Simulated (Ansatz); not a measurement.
```xyz
6

C    -0.9925   -1.4220   -1.7007
Ge    0.5552   -0.3042   -1.7952
Se    2.2402    0.9130   -1.8979
H    -0.9521   -1.9691   -0.7451
H    -0.9584   -2.1137   -2.5577
H    -1.8794   -0.7701   -1.7497
```

Geometry: r2SCAN-D4/def2-SVP.

All numbers below come from Ansatz 0.2.0, isolated molecule in a Gaussian basis; Kohn-Sham density functional theory, functional PBE0.

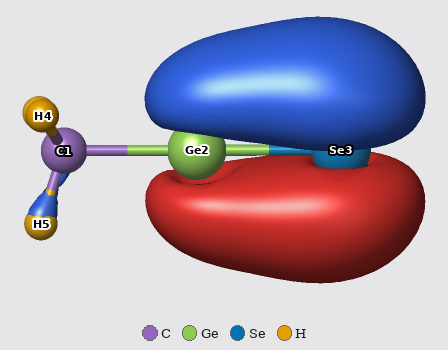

CH3GeSe (SMILES [CH3][Ge]#[Se+]) (charge +1). The HOMO at ±0.1 Å⁻³ᐟ² (blue and red are the two phases), seen across its widest extent.

> Describe this orbital and give its energy.

By Hirshfeld shares it lies mainly on Se3 (about 70 %) and Ge2 (about 25 %). It is one of a degenerate set, so its orientation is arbitrary. Its energy is −13.37 eV.
